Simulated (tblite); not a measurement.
**Run report: C3H5N3OSi, saddle-point search**

The run: saddle-point search of C3H5N3OSi. Method and program: GFN2-xTB saddle search (eigenvector following) and harmonic vibrations, gas phase (tblite 0.8.0).

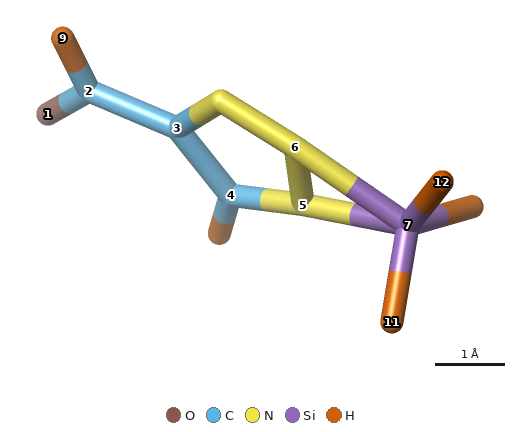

Fig. 1: The structure as given in the input (stick view, seen at a tilt; atoms are numbered from 1 in the order of the input).

### The input
```
{"job": {"xc": "GFN2-xTB", "basis": "xTB", "kind": "saddle"}, "charge": 0, "multiplicity": 1}
O     -3.560859     0.384361     0.282305
C     -2.591122     1.078315     0.109147
C     -1.227082     0.583376     0.040794
C     -0.756673    -0.734304     0.152629
N      0.555997    -0.644919     0.026131
N      0.877446     0.640045    -0.151859
Si     2.382225    -0.689589    -0.137676
N     -0.159037     1.387302    -0.148352
H     -2.662595     2.173627    -0.013646
H     -1.282573    -1.652167     0.307379
H      2.653743    -1.273784     1.169033
H      3.341570     0.385123    -0.391345
H      2.428959    -1.637386    -1.244542
```

The first line tells a small driver script what to run in tblite; the rest is the geometry in Å.

Hardware: 1 CPU thread, shared host.

Command:
```bash
OMP_NUM_THREADS=1 python <driver script> task.json out
```

### Output
```
step      E/eV     max force
  0    -639.27712   0.0357
  1    -639.27874   0.0198
  2    -639.28273   0.0414
  3    -639.29503   0.1026
  4    -639.28587   0.0315
  5    -639.29293   0.0426
  6    -639.30205   0.0527
  7    -639.31270   0.0693
  8    -639.32154   0.0721
  9    -639.33169   0.0792
 10    -639.34175   0.0867
 11    -639.35087   0.0620
 12    -639.36076   0.1314
 13    -639.35544   0.0453
 14    -639.36112   0.0655
 15    -639.36597   0.1032
 16    -639.37085   0.0487
 17    -639.37706   0.0422
 18    -639.38341   0.0994
 19    -639.38009   0.0194
 20    -639.38345   0.0221
 21    -639.38589   0.0249
 22    -639.38724   0.0421
 23    -639.38756   0.0224
 24    -639.38758   0.0103
 25    -639.38758   0.0010
lowest wavenumbers (cm-1): -146.1 67.1 133.7 161.4 241.5 251.6
```

### Trajectory as extended XYZ (Å, eV, eV/Å), 12 frames, from step=0 to step=25
```
13
Properties=species:S:1:pos:R:3:forces:R:3 step=0 energy=-639.27712
O    -3.5609    0.3844    0.2823   -0.0060   0.0260  -0.0040
C    -2.5911    1.0783    0.1091   -0.0210  -0.0120   0.0010
C    -1.2271    0.5834    0.0408   -0.0070  -0.0120   0.0020
C    -0.7567   -0.7343    0.1526    0.0120  -0.0060  -0.0020
N     0.5560   -0.6449    0.0261    0.0160   0.0120  -0.0030
N     0.8774    0.6400   -0.1519   -0.0050   0.0200   0.0040
Si    2.3822   -0.6896   -0.1377    0.0130  -0.0330   0.0040
N    -0.1590    1.3873   -0.1484   -0.0140   0.0020   0.0080
H    -2.6626    2.1736   -0.0136    0.0070   0.0030  -0.0010
H    -1.2826   -1.6522    0.3074   -0.0030   0.0010  -0.0020
H     2.6537   -1.2738    1.1690    0.0150   0.0050   0.0270
H     3.3416    0.3851   -0.3913   -0.0190   0.0000  -0.0090
H     2.4290   -1.6374   -1.2445    0.0130  -0.0060  -0.0260
13
Properties=species:S:1:pos:R:3:forces:R:3 step=2 energy=-639.28273
O    -3.5740    0.4021    0.2457    0.0010   0.0000  -0.0080
C    -2.5904    1.0814    0.0970    0.0010  -0.0010  -0.0010
C    -1.2294    0.5736    0.0515    0.0220   0.0060   0.0000
C    -0.7609   -0.7469    0.1407    0.0190   0.0170  -0.0090
N     0.5559   -0.6534    0.0594    0.0050   0.0110   0.0050
N     0.8813    0.6369   -0.0713   -0.0250  -0.0250   0.0210
Si    2.3817   -0.6876   -0.1479    0.0120  -0.0010   0.0040
N    -0.1561    1.3828   -0.0848   -0.0160  -0.0230   0.0190
H    -2.6419    2.1787   -0.0191   -0.0010   0.0030   0.0030
H    -1.2908   -1.6684    0.2600    0.0100   0.0150  -0.0190
H     2.6863   -1.2139    1.1764    0.0020   0.0250  -0.0170
H     3.3225    0.3848   -0.4790   -0.0300  -0.0230  -0.0170
H     2.4160   -1.6701   -1.2287    0.0000  -0.0050   0.0190
13
Properties=species:S:1:pos:R:3:forces:R:3 step=4 energy=-639.28587
O    -3.5722    0.4043    0.2503   -0.0110  -0.0060  -0.0090
C    -2.5881    1.0833    0.1048    0.0050   0.0050  -0.0030
C    -1.2283    0.5733    0.0509   -0.0050  -0.0030   0.0010
C    -0.7627   -0.7492    0.1230   -0.0130  -0.0020  -0.0070
N     0.5536   -0.6586    0.0455    0.0050   0.0100   0.0070
N     0.8816    0.6322   -0.0660    0.0120   0.0000   0.0260
Si    2.3805   -0.6865   -0.1481    0.0070  -0.0070   0.0010
N    -0.1535    1.3811   -0.0721    0.0040  -0.0020   0.0200
H    -2.6383    2.1820   -0.0001    0.0020   0.0000   0.0040
H    -1.2945   -1.6706    0.2291   -0.0040  -0.0020  -0.0190
H     2.6783   -1.1772    1.1902    0.0060   0.0230  -0.0060
H     3.3130    0.3826   -0.5046   -0.0040  -0.0040  -0.0310
H     2.4307   -1.6965   -1.2029   -0.0030  -0.0120   0.0170
13
Properties=species:S:1:pos:R:3:forces:R:3 step=6 energy=-639.30205
O    -3.5719    0.4029    0.2011    0.0070   0.0050  -0.0180
C    -2.5845    1.0838    0.0887   -0.0010  -0.0010  -0.0030
C    -1.2237    0.5735    0.0614    0.0120   0.0030   0.0030
C    -0.7640   -0.7521    0.1085    0.0100   0.0060  -0.0110
N     0.5550   -0.6634    0.0900    0.0010   0.0010   0.0110
N     0.8900    0.6298    0.0334   -0.0120  -0.0140   0.0350
Si    2.3755   -0.6845   -0.1597    0.0040   0.0000  -0.0020
N    -0.1427    1.3815    0.0032   -0.0040  -0.0130   0.0310
H    -2.6327    2.1838   -0.0018    0.0030   0.0010   0.0070
H    -1.3018   -1.6744    0.1692    0.0030   0.0070  -0.0320
H     2.7157   -1.1140    1.1876    0.0090   0.0370  -0.0070
H     3.2793    0.3747   -0.6103   -0.0300  -0.0140  -0.0410
H     2.4058   -1.7416   -1.1713   -0.0020  -0.0180   0.0260
13
Properties=species:S:1:pos:R:3:forces:R:3 step=9 energy=-639.33169
O    -3.5682    0.4198    0.1873    0.0160   0.0160  -0.0300
C    -2.5730    1.0940    0.1073   -0.0070   0.0000  -0.0070
C    -1.2180    0.5686    0.0611    0.0180   0.0040   0.0070
C    -0.7763   -0.7647    0.0422    0.0120   0.0130  -0.0050
N     0.5430   -0.6955    0.0682    0.0050   0.0120   0.0210
N     0.8942    0.5943    0.0963   -0.0320  -0.0170   0.0380
Si    2.3714   -0.6720   -0.1622    0.0320  -0.0200  -0.0130
N    -0.1259    1.3636    0.0769   -0.0110  -0.0360   0.0370
H    -2.6083    2.1981    0.0714    0.0060  -0.0140   0.0060
H    -1.3289   -1.6809    0.0344    0.0120   0.0240  -0.0310
H     2.7146   -0.9516    1.2223    0.0170   0.0350  -0.0420
H     3.2218    0.3640   -0.7531   -0.0610  -0.0390  -0.0320
H     2.4536   -1.8376   -1.0522   -0.0070   0.0220   0.0520
13
Properties=species:S:1:pos:R:3:forces:R:3 step=11 energy=-639.35087
O    -3.5648    0.4391    0.1424    0.0260   0.0220  -0.0340
C    -2.5602    1.1028    0.1000   -0.0130  -0.0080  -0.0080
C    -1.2109    0.5612    0.0662    0.0180   0.0020   0.0070
C    -0.7872   -0.7780    0.0250    0.0170   0.0030   0.0040
N     0.5307   -0.7326    0.0977   -0.0070  -0.0030   0.0230
N     0.8971    0.5516    0.1649   -0.0330  -0.0060   0.0310
Si    2.3664   -0.6515   -0.1662    0.0230  -0.0010  -0.0080
N    -0.1093    1.3388    0.1307   -0.0080  -0.0230   0.0270
H    -2.5815    2.2075    0.0959    0.0050  -0.0070   0.0020
H    -1.3542   -1.6836   -0.0293    0.0120   0.0180  -0.0150
H     2.7493   -0.8664    1.2170    0.0230   0.0180  -0.0240
H     3.1636    0.3704   -0.8480   -0.0540  -0.0220  -0.0210
H     2.4608   -1.8593   -0.9964   -0.0080   0.0080   0.0170
13
Properties=species:S:1:pos:R:3:forces:R:3 step=13 energy=-639.35544
O    -3.5633    0.4482    0.1271    0.0140   0.0130  -0.0350
C    -2.5550    1.1064    0.0951   -0.0040  -0.0040  -0.0100
C    -1.2084    0.5574    0.0676    0.0100  -0.0010   0.0060
C    -0.7917   -0.7842    0.0252    0.0090  -0.0010   0.0060
N     0.5250   -0.7487    0.1125   -0.0060  -0.0050   0.0240
N     0.8972    0.5336    0.1857   -0.0170  -0.0040   0.0310
Si    2.3653   -0.6419   -0.1670    0.0120   0.0010  -0.0050
N    -0.1035    1.3280    0.1437   -0.0010  -0.0140   0.0220
H    -2.5702    2.2111    0.0976    0.0060  -0.0030   0.0010
H    -1.3642   -1.6853   -0.0413    0.0050   0.0080  -0.0070
H     2.7644   -0.8465    1.2125    0.0220   0.0120  -0.0170
H     3.1440    0.3780   -0.8713   -0.0390  -0.0070  -0.0220
H     2.4605   -1.8562   -0.9871   -0.0100   0.0040   0.0060
13
Properties=species:S:1:pos:R:3:forces:R:3 step=15 energy=-639.36597
O    -3.5619    0.4709    0.0489    0.0830   0.0560  -0.0250
C    -2.5430    1.1142    0.0775   -0.0550  -0.0330  -0.0100
C    -1.2033    0.5474    0.0746   -0.0010  -0.0010   0.0060
C    -0.7989   -0.7988    0.0339    0.0130   0.0000   0.0120
N     0.5153   -0.7810    0.1565   -0.0100  -0.0020   0.0190
N     0.8971    0.4988    0.2406   -0.0120   0.0050   0.0230
Si    2.3608   -0.6238   -0.1718    0.0130   0.0060   0.0000
N    -0.0929    1.3054    0.1776   -0.0010  -0.0070   0.0160
H    -2.5411    2.2186    0.1238   -0.0040  -0.0220  -0.0100
H    -1.3807   -1.6919   -0.0544    0.0060   0.0030   0.0040
H     2.8089   -0.8014    1.1960    0.0150  -0.0020  -0.0230
H     3.0871    0.3948   -0.9336   -0.0330  -0.0080  -0.0010
H     2.4527   -1.8533   -0.9694   -0.0150   0.0070  -0.0090
13
Properties=species:S:1:pos:R:3:forces:R:3 step=18 energy=-639.38341
O    -3.5360    0.4786   -0.1090    0.0900   0.0420  -0.0040
C    -2.5188    1.1136    0.0115   -0.0320  -0.0480  -0.0100
C    -1.1848    0.5381    0.1090   -0.0190   0.0030   0.0020
C    -0.7840   -0.8091    0.0969    0.0160   0.0050   0.0110
N     0.5221   -0.7996    0.2932    0.0000  -0.0060  -0.0050
N     0.9057    0.4835    0.3878   -0.0050  -0.0010  -0.0040
Si    2.3311   -0.6117   -0.1918   -0.0080  -0.0010   0.0240
N    -0.0776    1.2915    0.2630   -0.0020  -0.0080   0.0110
H    -2.5138    2.2172    0.0639    0.0030  -0.0060  -0.0060
H    -1.3649   -1.7000   -0.0169    0.0060   0.0020   0.0040
H     2.8977   -0.8273    1.1258   -0.0120   0.0050  -0.0470
H     2.9695    0.4365   -0.9922   -0.0220  -0.0080   0.0120
H     2.3540   -1.8113   -1.0414   -0.0150   0.0200   0.0110
13
Properties=species:S:1:pos:R:3:forces:R:3 step=20 energy=-639.38345
O    -3.5340    0.4782   -0.1065   -0.0030  -0.0080  -0.0130
C    -2.5182    1.1134    0.0129    0.0160   0.0010  -0.0060
C    -1.1849    0.5381    0.1084    0.0050   0.0000   0.0030
C    -0.7843   -0.8091    0.0959    0.0110   0.0010   0.0100
N     0.5218   -0.7998    0.2904   -0.0070  -0.0010   0.0020
N     0.9056    0.4832    0.3843   -0.0060   0.0020   0.0040
Si    2.3306   -0.6113   -0.1912   -0.0050  -0.0030   0.0100
N    -0.0777    1.2914    0.2608    0.0050  -0.0070   0.0110
H    -2.5139    2.2169    0.0652    0.0060   0.0020  -0.0050
H    -1.3655   -1.6999   -0.0172    0.0040   0.0000   0.0040
H     2.8958   -0.8264    1.1257   -0.0020   0.0010  -0.0220
H     2.9709    0.4362   -0.9896   -0.0140   0.0020   0.0000
H     2.3540   -1.8111   -1.0393   -0.0120   0.0110   0.0010
13
Properties=species:S:1:pos:R:3:forces:R:3 step=22 energy=-639.38724
O    -3.5123    0.4774   -0.1869    0.0380   0.0180   0.0010
C    -2.5015    1.1110   -0.0199   -0.0160  -0.0200  -0.0050
C    -1.1739    0.5336    0.1297   -0.0090   0.0020   0.0000
C    -0.7739   -0.8132    0.1280    0.0050   0.0010   0.0040
N     0.5275   -0.8062    0.3531    0.0010  -0.0010  -0.0030
N     0.9107    0.4790    0.4547   -0.0010  -0.0010  -0.0030
Si    2.3101   -0.6063   -0.2010   -0.0010   0.0000   0.0090
N    -0.0700    1.2860    0.3072   -0.0020  -0.0020   0.0040
H    -2.4969    2.2145    0.0323    0.0010  -0.0020  -0.0020
H    -1.3529   -1.7039    0.0030    0.0020   0.0010   0.0010
H     2.9321   -0.8397    1.0860   -0.0060   0.0030  -0.0160
H     2.9047    0.4575   -1.0138   -0.0080  -0.0040   0.0050
H     2.2963   -1.7898   -1.0723   -0.0040   0.0060   0.0040
13
Properties=species:S:1:pos:R:3:forces:R:3 step=25 energy=-639.38758
O    -3.5012    0.4773   -0.2192    0.0000   0.0000   0.0000
C    -2.4941    1.1100   -0.0316    0.0000   0.0000   0.0000
C    -1.1697    0.5317    0.1382    0.0010   0.0000   0.0000
C    -0.7703   -0.8151    0.1400    0.0010   0.0000   0.0000
N     0.5295   -0.8091    0.3747    0.0000   0.0000   0.0000
N     0.9125    0.4769    0.4788   -0.0010   0.0000   0.0000
Si    2.3017   -0.6040   -0.2046    0.0000   0.0000   0.0000
N    -0.0672    1.2836    0.3240    0.0000   0.0000   0.0000
H    -2.4898    2.2134    0.0227    0.0000   0.0000   0.0000
H    -1.3486   -1.7056    0.0112    0.0000   0.0000   0.0000
H     2.9444   -0.8426    1.0702   -0.0010   0.0000   0.0000
H     2.8785    0.4656   -1.0220    0.0000   0.0000   0.0000
H     2.2743   -1.7821   -1.0824    0.0000   0.0000   0.0000
```

### Key numbers

- outcome: converged
- total energy: −639.3876 eV
- point group: C1
- wall time: 3.5 s
- peak memory: 0.19 GiB
